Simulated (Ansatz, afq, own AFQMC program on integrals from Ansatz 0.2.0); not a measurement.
**H2O2 (triplet): quantum Monte Carlo beside coupled cluster at distance O1–H3 along a hydrogen transfer = 1.120 Å, cc-pVTZ**

How near does AFQMC come to the top of the ladder for H2O2 (triplet)?

Method: cc-pVTZ, frozen cores; program: Ansatz 0.2.0, Gaussian basis, and an in-house AFQMC program (afq) on its integrals; all values are calculated.

Plan: PBE (unrestricted); r2SCAN (unrestricted); PBE0 (unrestricted); B3LYP (unrestricted); wB97M-V (unrestricted); CCSD(T) on UHF; B2PLYP (unrestricted); CCSD(T) on UHF; CCSD(T) on UHF; Phaseless AFQMC, CISD trial on UHF.

### Step 1. What is computed

The geometry derives from fragments relaxed apart (PBE0/def2-TZVP) and kept rigid, so it is no stationary point. A hydrogen atom is moved between rigid fragments.

4 atoms, charge 0, spin multiplicity 3.

Atoms are counted from 1 here; the program's logs count them from 0.

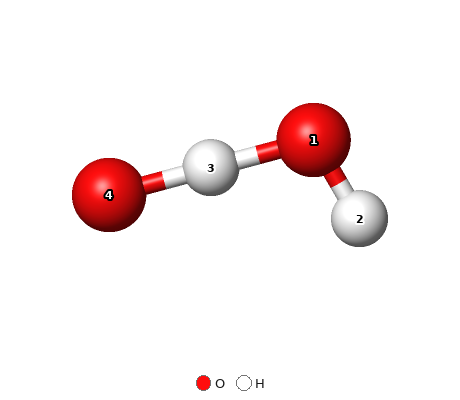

The structure; oxygen red, hydrogen white; atoms are numbered from 1 in the order of the file.

### Step 2. PBE (unrestricted)

Input file in.yaml:

```yaml
crystal:
  periodic: [false, false, false]
  atoms:
    - {symbol: O, position_ang: [-1.075191, -0.027457, 0.000000]}
    - {symbol: H, position_ang: [-1.324500, 0.899119, 0.000000]}
    - {symbol: H, position_ang: [0.044809, -0.027457, 0.000000]}
    - {symbol: O, position_ang: [1.155809, -0.027457, 0.000000]}
basis:
  gaussian: {orbitals: cc-pVTZ}
magnetization: {spin_polarized: true, initial_magnetization: 2}
hamiltonian: {xc: {name: PBE}}
output: {orbitals: {seedname: orbitals}}
```

The run is started by

```console
> ansatz run in.yaml --threads 1 --pin off --events-out ev --progress --plain --max-ram 5632MiB --backend cpu
```

The program printed:

```text
Functional definition: PBE
  name "PBE"
  cite "Perdew, Burke & Ernzerhof, Phys. Rev. Lett. 77, 3865 (1996) doi:10.1103/PhysRevLett.77.3865"
  parent pbe
  parameter kappa = 0.804
  parameter beta = 0.06672455060314922
  exchange = pbe_x(kappa = kappa, mu = beta*pi^2/3)
  correlation = pbe_c(beta = beta)
454 factors; their error is unknown
mean field evaluation 1: about -4111.0082 eV, gradient 4.7e1 eV
mean field evaluation 2: about -4037.1247 eV, gradient 1.3e2 eV
mean field evaluation 4: about -4098.5865 eV, gradient 6.4e1 eV
mean field evaluation 8: about -4115.3143 eV, gradient 2.7e1 eV
mean field evaluation 16: about -4119.0883 eV, gradient 3.5e-3 eV
mean field evaluation 32: about -4119.0799 eV, gradient 9.8e-1 eV
mean field evaluation 64: about -4118.8932 eV, gradient 2.0e-6 eV
mean field evaluation 96: about -4117.7946 eV, gradient 1.3e1 eV
mean field -4119.08827490 eV, -151.3737020842 hartree, gradient 9.3e-6 eV, S^2 2.005252; 12 other end points of the search recorded, 0 dependent functions left out
reference -4119.08829236 eV, -151.3737027258 hartree; 10, 8 occupied and 78, 80 virtual orbitals, 454 factors
Total energy: -4119.08829236 eV, -151.3737027258 hartree
```

It took 6 s on 1 thread of AMD EPYC 7R13 (Zen 3), shared host; peak memory 1.8 GiB.

From the report: ⟨S²⟩ of the determinant 2.005 (pure triplet: 2.00).

### Step 3. r2SCAN (unrestricted)

Edit in.yaml of step 2 so:

```diff
@@ -10,3 +10,2 @@
 magnetization: {spin_polarized: true, initial_magnetization: 2}
-hamiltonian: {xc: {name: PBE}}
-output: {orbitals: {seedname: orbitals}}
+hamiltonian: {xc: {name: r2SCAN}}
```

Launched as before.

The program printed, cut to the lines that bear on the results:

```text
Functional definition: r2SCAN
  name "r2SCAN"
  cite "Furness, Kaplan, Ning, Perdew & Sun, J. Phys. Chem. Lett. 11, 8208 (2020) doi:10.1021/acs.jpclett.0c02405"
  cite "Furness, Kaplan, Ning, Perdew & Sun, J. Phys. Chem. Lett. 11, 9248 (2020) doi:10.1021/acs.jpclett.0c03077"
  parent r2scan
[...]
454 factors; their error is unknown
[...]
mean field -4121.42462025 eV, -151.4595611921 hartree, gradient 7.6e-6 eV, S^2 2.010834; 9 other end points of the search recorded, 0 dependent functions left out
reference -4121.42462512 eV, -151.4595613712 hartree; 10, 8 occupied and 78, 80 virtual orbitals, 454 factors
Total energy: -4121.42462512 eV, -151.4595613712 hartree
```

It took 10 s on 1 thread of AMD EPYC 7R13 (Zen 3), shared host; peak memory 1.8 GiB.

From the report: ⟨S²⟩ of the determinant 2.011 (pure triplet: 2.00).

### Step 4. PBE0 (unrestricted)

Edit in.yaml of step 3 so:

```diff
@@ -10,2 +10,3 @@
 magnetization: {spin_polarized: true, initial_magnetization: 2}
-hamiltonian: {xc: {name: r2SCAN}}
+hamiltonian: {xc: {name: PBE0}}
+output: {orbitals: {seedname: orbitals}}
```

The command is unchanged.

The program printed, cut to the lines that bear on the results:

```text
Functional definition: PBE0
  name "PBE0"
  cite "Adamo & Barone, J. Chem. Phys. 110, 6158 (1999) doi:10.1063/1.478522"
  cite "Perdew, Burke & Ernzerhof, Phys. Rev. Lett. 77, 3865 (1996) doi:10.1103/PhysRevLett.77.3865"
  parent pbe
[...]
454 factors; their error is unknown
[...]
mean field -4118.88859685 eV, -151.3663640513 hartree, gradient 7.8e-7 eV, S^2 2.011634; 5 other end points of the search recorded, 0 dependent functions left out
reference -4118.88860966 eV, -151.3663645222 hartree; 10, 8 occupied and 78, 80 virtual orbitals, 454 factors
Total energy: -4118.88860966 eV, -151.3663645222 hartree
```

Wall time 4.8 s (1 thread of AMD EPYC 7R13 (Zen 3), shared host); peak memory 1.8 GiB.

From the report: ⟨S²⟩ of the determinant 2.012 (pure triplet: 2.00).

### Step 5. B3LYP (unrestricted)

Edit in.yaml of step 4 so:

```diff
@@ -10,3 +10,2 @@
 magnetization: {spin_polarized: true, initial_magnetization: 2}
-hamiltonian: {xc: {name: PBE0}}
-output: {orbitals: {seedname: orbitals}}
+hamiltonian: {xc: {name: B3LYP}}
```

The command is unchanged.

The program printed, cut to the lines that bear on the results:

```text
Functional definition: B3LYP
  name "B3LYP"
  cite "Stephens, Devlin, Chabalowski & Frisch, J. Phys. Chem. 98, 11623 (1994) doi:10.1021/j100096a001"
  cite "Becke, Phys. Rev. A 38, 3098 (1988) doi:10.1103/PhysRevA.38.3098"
  cite "Lee, Yang & Parr, Phys. Rev. B 37, 785 (1988) doi:10.1103/PhysRevB.37.785"
  cite "Vosko, Wilk & Nusair, Can. J. Phys. 58, 1200 (1980) doi:10.1139/p80-159"
[...]
454 factors; their error is unknown
[...]
mean field -4123.39530539 eV, -151.5319825352 hartree, gradient 5.3e-6 eV, S^2 2.009954; 4 other end points of the search recorded, 0 dependent functions left out
reference -4123.39543755 eV, -151.5319873923 hartree; 10, 8 occupied and 78, 80 virtual orbitals, 454 factors
Total energy: -4123.39543755 eV, -151.5319873923 hartree
```

Wall time 5.5 s (1 thread of AMD EPYC 7R13 (Zen 3), shared host); peak memory 1.8 GiB.

From the report: ⟨S²⟩ of the determinant 2.010 (pure triplet: 2.00).

### Step 6. wB97M-V (unrestricted)

Edit in.yaml of step 5 so:

```diff
@@ -10,2 +10,3 @@
 magnetization: {spin_polarized: true, initial_magnetization: 2}
-hamiltonian: {xc: {name: B3LYP}}
+hamiltonian: {xc: {name: wB97M-V}}
+output: {orbitals: {seedname: orbitals}}
```

Same command.

The program printed, cut to the lines that bear on the results:

```text
Functional definition: wB97M-V
  name "wB97M-V"
  cite "Mardirossian & Head-Gordon, J. Chem. Phys. 144, 214110 (2016) doi:10.1063/1.4952647"
  cite "Becke, J. Chem. Phys. 107, 8554 (1997) doi:10.1063/1.475007"
  cite "Vydrov & Van Voorhis, J. Chem. Phys. 133, 244103 (2010) doi:10.1063/1.3521275"
  # Of w^i u^j: cxij and so on, Table III.
[...]
  gx(w, u) = 1 - cx + cx01*u + cx10*w
  gss(w, u) = css00 + css04*u^4 + css10*w + css20*w^2 + css43*w^4*u^3
  gos(w, u) = cos00 + cos10*w + (cos20 + cos21*u)*w^2 + (cos60 + cos61*u)*w^6
[...]
      + integral(e_c_pw_mod_opposite_spin*gos(b97_w_opposite, b97_u_opposite)) + vv10(b, c)
454 factors; their error is unknown
96 factors; integrals over basis functions are off by at most 2.9e-5 eV
[...]
mean field -4121.69438892 eV, -151.4694750080 hartree, gradient 7.4e-6 eV, S^2 2.011292; 4 other end points of the search recorded, 0 dependent functions left out
reference -4121.69440898 eV, -151.4694757453 hartree; 10, 8 occupied and 78, 80 virtual orbitals, 454 factors
Total energy: -4121.69440898 eV, -151.4694757453 hartree
```

Run time: 8.5 s. Hardware: 1 thread of AMD EPYC 7R13 (Zen 3), shared host; peak memory 1.8 GiB.

From the report: ⟨S²⟩ of the determinant 2.011 (pure triplet: 2.00).

### Step 7. CCSD(T) on UHF

Edit in.yaml of step 6 so:

```diff
@@ -10,3 +10,2 @@
 magnetization: {spin_polarized: true, initial_magnetization: 2}
-hamiltonian: {xc: {name: wB97M-V}}
-output: {orbitals: {seedname: orbitals}}
+correlation: {method: ccsd_t, electrons: outside_noble_gas, hamiltonian_folder: ham}
```

The run is started by

```console
> ansatz run in.yaml --threads 1 --pin off --events-out ev --progress --plain --max-ram 16896MiB --backend cuda --devices 0, --max-vram 18GiB
```

The program printed, cut to the lines that bear on the results:

```text
Functional definition: HF
  name "HF"
  cite "Fock, Z. Phys. 61, 126 (1930) doi:10.1007/BF01340294"
  parent pbe
[...]
530 factors; integrals over basis functions are off by at most 1.2e-3 eV
[...]
mean field -4103.46385965 eV, -150.7995154146 hartree, gradient 2.5e-6 eV, S^2 2.053374; 20 other end points of the search recorded, 0 dependent functions left out
determinant -4103.46385965 eV, -150.7995154146 hartree, with singles and doubles -4115.83967004 eV, -151.2543180576 hartree
determinant -4103.41004923 eV, -150.7975379180 hartree, with singles and doubles -4115.75856485 eV, -151.2513374968 hartree
determinant -4103.08632882 eV, -150.7856414122 hartree, with singles and doubles -4115.19725470 eV, -151.2307097292 hartree
determinant -4103.08168719 eV, -150.7854708356 hartree, with singles and doubles -4115.33219957 eV, -151.2356688619 hartree
[...]
determinant -4100.82046680 eV, -150.7023725189 hartree, with singles and doubles -4114.00181559 eV, -151.1867781522 hartree
determinant -4103.46385965 eV, -150.7995154146 hartree, with singles and doubles -4115.80461154 eV, -151.2530296816 hartree
determinant -4103.41004923 eV, -150.7975379180 hartree, with singles and doubles -4115.71959459 eV, -151.2499053661 hartree
determinant -4103.08168719 eV, -150.7854708356 hartree, with singles and doubles -4115.20818954 eV, -151.2311115775 hartree
2 core orbitals not correlated: weight in the atoms' cores, before any rotation towards them, 1.000 or more for the frozen orbitals, at most 0.000 for the correlated occupied ones
reference -4103.46385965 eV, -150.7995154146 hartree; 8, 6 occupied and 78, 80 virtual orbitals, 530 factors
second order -11.66987353 eV of doubles, -0.00000000 eV of singles
cycle   1  -12.34075225 eV  change   -3.6e-7 eV  update   2.6e-6
perturbative correction -0.39339874 eV, -0.0144571370 hartree
Total energy: -4116.19801065 eV, -151.2674868320 hartree
```

Run time: 36 s. Hardware: 1 × NVIDIA H100 80GB HBM3 with 1 thread of AMD EPYC 7R13 (Zen 3), shared host; peak host memory 1.8 GiB.

From the report: ⟨S²⟩ of the determinant 2.053 (pure triplet: 2.00); correlation -12.7342 eV; T1 0.021; largest double amplitude 0.03.

This run also writes the integrals to the folder ham.

### Step 8. B2PLYP (unrestricted)

Edit in.yaml of step 7 so:

```diff
@@ -10,2 +10,3 @@
 magnetization: {spin_polarized: true, initial_magnetization: 2}
-correlation: {method: ccsd_t, electrons: outside_noble_gas, hamiltonian_folder: ham}
+hamiltonian: {xc: {name: B2PLYP}}
+correlation: {electrons: outside_noble_gas}
```

The run is started by

```console
> ansatz run in.yaml --threads 1 --pin off --events-out ev --progress --plain --max-ram 5632MiB --backend cpu
```

The program printed, cut to the lines that bear on the results:

```text
Functional definition: B2PLYP
  name "B2PLYP"
  cite "Grimme, J. Chem. Phys. 124, 034108 (2006) doi:10.1063/1.2148954"
  cite "Becke, Phys. Rev. A 38, 3098 (1988) doi:10.1103/PhysRevA.38.3098"
  cite "Lee, Yang & Parr, Phys. Rev. B 37, 785 (1988) doi:10.1103/PhysRevB.37.785"
[...]
530 factors; integrals over basis functions are off by at most 1.2e-3 eV
[...]
mean field -4116.67890251 eV, -151.2851592820 hartree, gradient 2.8e-6 eV, S^2 2.023199; 8 other end points of the search recorded, 0 dependent functions left out
2 core orbitals not correlated: weight in the atoms' cores, before any rotation towards them, 1.000 or more for the frozen orbitals, at most 0.000 for the correlated occupied ones
reference -4116.67898603 eV, -151.2851623515 hartree; 8, 6 occupied and 78, 80 virtual orbitals, 530 factors
second order -14.15857633 eV of doubles, -0.00000000 eV of singles
Total energy: -4120.50180164 eV, -151.4256482339 hartree
```

Run time: 7.5 s. Hardware: 1 thread of AMD EPYC 7R13 (Zen 3), shared host; peak memory 1.8 GiB.

From the report: ⟨S²⟩ of the determinant 2.023 (pure triplet: 2.00).

### Step 9. CCSD(T) on UHF

Edit in.yaml of step 8 so:

```diff
@@ -8,5 +8,4 @@
 basis:
-  gaussian: {orbitals: cc-pVTZ}
+  gaussian: {orbitals: def2-TZVPP}
 magnetization: {spin_polarized: true, initial_magnetization: 2}
-hamiltonian: {xc: {name: B2PLYP}}
-correlation: {electrons: outside_noble_gas}
+correlation: {method: ccsd_t, electrons: outside_noble_gas}
```

The run is started by

```console
> ansatz run in.yaml --threads 1 --pin off --events-out ev --progress --plain --max-ram 16896MiB --backend cuda --devices 0, --max-vram 18GiB
```

The program printed, cut to the lines that bear on the results:

```text
Functional definition: HF
  name "HF"
  cite "Fock, Z. Phys. 61, 126 (1930) doi:10.1007/BF01340294"
  parent pbe
[...]
570 factors; integrals over basis functions are off by at most 1.2e-3 eV
[...]
mean field -4103.69228848 eV, -150.8079100191 hartree, gradient 2.9e-6 eV, S^2 2.054722; 20 other end points of the search recorded, 0 dependent functions left out
determinant -4103.69228848 eV, -150.8079100191 hartree, with singles and doubles -4116.02931164 eV, -151.2612872579 hartree
determinant -4103.63632467 eV, -150.8058533872 hartree, with singles and doubles -4115.94499725 eV, -151.2581887613 hartree
determinant -4103.36002532 eV, -150.7956995731 hartree, with singles and doubles -4115.41810130 eV, -151.2388256921 hartree
determinant -4103.34955867 eV, -150.7953149311 hartree, with singles and doubles -4115.58654747 eV, -151.2450159749 hartree
[...]
determinant -4101.06784043 eV, -150.7114633322 hartree, with singles and doubles -4114.21136306 eV, -151.1944788800 hartree
determinant -4103.69228848 eV, -150.8079100191 hartree, with singles and doubles -4116.00332051 eV, -151.2603321014 hartree
determinant -4103.63632467 eV, -150.8058533872 hartree, with singles and doubles -4115.91422173 eV, -151.2570577819 hartree
determinant -4103.34955867 eV, -150.7953149311 hartree, with singles and doubles -4115.94283940 eV, -151.2581094618 hartree
2 core orbitals not correlated: weight in the atoms' cores, before any rotation towards them, 1.000 or more for the frozen orbitals, at most 0.000 for the correlated occupied ones
reference -4103.69228848 eV, -150.8079100191 hartree; 8, 6 occupied and 80, 82 virtual orbitals, 570 factors
second order -11.62050385 eV of doubles, -0.00000000 eV of singles
cycle   1  -12.31103145 eV  change    5.8e-7 eV  update   3.1e-6
perturbative correction -0.39377255 eV, -0.0144708744 hartree
Total energy: -4116.39709248 eV, -151.2748029545 hartree
```

It took 35 s on 1 × NVIDIA H100 80GB HBM3 with 1 thread of AMD EPYC 7R13 (Zen 3), shared host; peak host memory 1.8 GiB.

From the report: ⟨S²⟩ of the determinant 2.055 (pure triplet: 2.00); correlation -12.7048 eV; T1 0.022; largest double amplitude 0.03.

### Step 10. CCSD(T) on UHF

Edit in.yaml of step 9 so:

```diff
@@ -8,3 +8,3 @@
 basis:
-  gaussian: {orbitals: def2-TZVPP}
+  gaussian: {orbitals: "def2-QZVPP.json"}
 magnetization: {spin_polarized: true, initial_magnetization: 2}
```

Same command.

The program printed, cut to the lines that bear on the results:

```text
Functional definition: HF
  name "HF"
  cite "Fock, Z. Phys. 61, 126 (1930) doi:10.1007/BF01340294"
  parent pbe
[...]
1095 factors; integrals over basis functions are off by at most 1.8e-3 eV
[...]
mean field -4103.88130302 eV, -150.8148561752 hartree, gradient 1.0e-6 eV, S^2 2.056154; 19 other end points of the search recorded, 0 dependent functions left out
determinant -4103.88130302 eV, -150.8148561752 hartree, with singles and doubles -4117.22749536 eV, -151.3053196973 hartree
determinant -4103.82431548 eV, -150.8127619220 hartree, with singles and doubles -4117.14492724 eV, -151.3022853748 hartree
determinant -4103.57931270 eV, -150.8037582358 hartree, with singles and doubles -4116.63911569 eV, -151.2836971435 hartree
determinant -4103.56421263 eV, -150.8032033183 hartree, with singles and doubles -4116.81805943 eV, -151.2902732045 hartree
[...]
determinant -4101.27100384 eV, -150.7189294499 hartree, with singles and doubles -4115.41838849 eV, -151.2388362463 hartree
determinant -4103.88130302 eV, -150.8148561752 hartree, with singles and doubles -4117.07660830 eV, -151.2997747004 hartree
determinant -4103.82431548 eV, -150.8127619220 hartree, with singles and doubles -4116.98610734 eV, -151.2964488514 hartree
determinant -4103.56421263 eV, -150.8032033183 hartree, with singles and doubles -4117.01314998 eV, -151.2974426499 hartree
2 core orbitals not correlated: weight in the atoms' cores, before any rotation towards them, 1.000 or more for the frozen orbitals, at most 0.000 for the correlated occupied ones
reference -4103.88130302 eV, -150.8148561752 hartree; 8, 6 occupied and 164, 166 virtual orbitals, 1095 factors
second order -12.62447258 eV of doubles, -0.00000000 eV of singles
cycle   1  -13.19530529 eV  change  -9.8e-10 eV  update   2.6e-6
perturbative correction -0.46706601 eV, -0.0171643592 hartree
Total energy: -4117.54367431 eV, -151.3169390597 hartree
```

It took 48 s on 1 × NVIDIA H100 80GB HBM3 with 1 thread of AMD EPYC 7R13 (Zen 3), shared host; peak host memory 1.8 GiB.

From the report: ⟨S²⟩ of the determinant 2.056 (pure triplet: 2.00); correlation -13.6624 eV; T1 0.023; largest double amplitude 0.04.

### Step 11. Phaseless AFQMC, CISD trial on UHF

It reads the integrals that the CCSD(T) run on this determinant wrote.

The run is started by

```console
> afq ham --method phaseless --trial cisd --walkers 1500 --populations 20 --least-time 60 --time-step 0.005 --steps-per-block 50 --equilibration-blocks 28 --max-blocks 4000 --target-error 0.00022 --factor-cut 1e-05 --start spin_pure --seed 1445 --release-times 0.24,0.51,0.99,1.62,2.4 --release-step 0.03 --release-every 3 --taylor-order 6
```

The program printed:

```text
orbitals 86  electrons 8 6  factors 529 of 530
reference energy -150.79951541 Eh
CCSD correlation -0.45351431 Eh in 19 cycles, weight of the determinant in the CISD state 0.8842
energy of the start -151.249007 Eh
 block  time / (1/Eh)  mean weight  energy / Eh
     1     0.250  1.0007  -151.250377
     2     0.500  0.9996  -151.257304
     3     0.750  0.9997  -151.260882
     4     1.000  1.0003  -151.263772
     5     1.250  0.9993  -151.265231
     6     1.500  0.9993  -151.267279
     7     1.750  1.0003  -151.266835
     8     2.000  0.9998  -151.268185
     9     2.250  0.9998  -151.268218
    10     2.500  1.0002  -151.269982
    13     3.250  1.0003  -151.267573
    16     4.000  0.9993  -151.267859
    19     4.750  1.0003  -151.268011
    22     5.500  1.0001  -151.267431
    25     6.250  1.0010  -151.268763
    28     7.000  1.0005  -151.269092
    31     7.750  1.0000  -151.266826
    34     8.500  1.0002  -151.269436
    37     9.250  0.9992  -151.267944
    40    10.000  1.0000  -151.267308
    43    10.750  1.0002  -151.268235
    46    11.500  1.0013  -151.267420
    49    12.250  0.9996  -151.266298
    52    13.000  1.0010  -151.268350
    55    13.750  1.0003  -151.268234
    58    14.500  1.0009  -151.269517
    61    15.250  1.0008  -151.268584
    64    16.000  0.9998  -151.267256
    67    16.750  1.0004  -151.267522
    70    17.500  0.9990  -151.268102
    73    18.250  1.0003  -151.269786
    76    19.000  0.9997  -151.265032
    79    19.750  1.0002  -151.267957
    82    20.500  0.9993  -151.267488
    85    21.250  1.0005  -151.267832
    88    22.000  1.0001  -151.272086
    91    22.750  0.9996  -151.266936
    94    23.500  0.9996  -151.265759
    97    24.250  0.9989  -151.264924
   100    25.000  1.0006  -151.267086
   103    25.750  1.0000  -151.265384
   106    26.500  0.9993  -151.266430
   109    27.250  0.9999  -151.268316
   112    28.000  1.0001  -151.267418
   115    28.750  1.0002  -151.267452
   118    29.500  0.9993  -151.267306
   121    30.250  1.0009  -151.268100
   124    31.000  1.0005  -151.268290
   127    31.750  1.0003  -151.269458
   130    32.500  0.9989  -151.267884
   133    33.250  0.9997  -151.269757
error from the spread of 20 populations
released: time / (1/Eh)  energy / Eh  error  mean overlap
  0.24  -151.268462  0.000212  0.9960
  0.51  -151.268663  0.000392  0.9876
  0.99  -151.269184  0.000417  0.9823
  1.62  -151.237340  0.032052  0.9722
  2.40  -151.268803  0.000563  0.9678
energy -151.267567 +/- 0.000211 Eh
```

Run time: 4.1 min. Hardware: 1 × NVIDIA H100 80GB HBM3 with 2 threads of AMD EPYC 7R13 (Zen 3), shared host; peak host memory 1.8 GiB.

Energy -4116.2002 ± 0.0057 eV. Caveats: constraint bias not in the error.

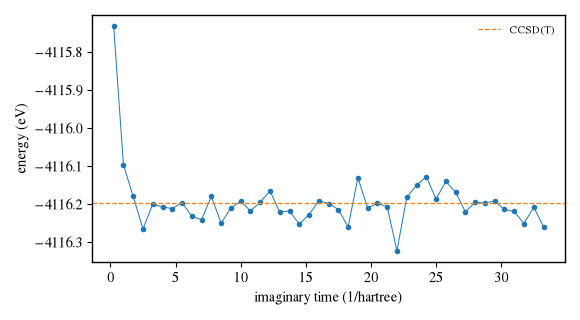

Block energies along the walk.

### Step 12. All levels side by side

On the UHF determinant, counted from CCSD(T) (a yardstick, not exact):

```csv
level,energy (eV),from CCSD(T) (kJ/mol),statistical error (kJ/mol),time
HF,-4103.4639,+1228.7,,
MP2,-4115.1337,+102.7,,
CCSD,-4115.8046,+38.0,,
CCSD(T),-4116.1980,0.0,,
"Phaseless AFQMC, CISD trial, step 0.005, 1500 walkers",-4116.2002,-0.2,0.6,4.1 min
```

The functionals' totals stand on their own zeros and serve differences with other points: PBE -4119.088 eV; r2SCAN -4121.425 eV; PBE0 -4118.889 eV; B3LYP -4123.395 eV; wB97M-V -4121.694 eV; B2PLYP -4120.502 eV.

### Step 13. Outcome

| quantity | value |
| --- | --- |
| Phaseless AFQMC, CISD trial on UHF from CCSD(T) | -0.2 ± 0.6 kJ/mol |

**Reading.** On UHF the phaseless walk with the CISD trial lies -0.2 kJ/mol from CCSD(T), within three error bars. Error bars are statistical and leave out the constraint, the time step and what remains of the start.
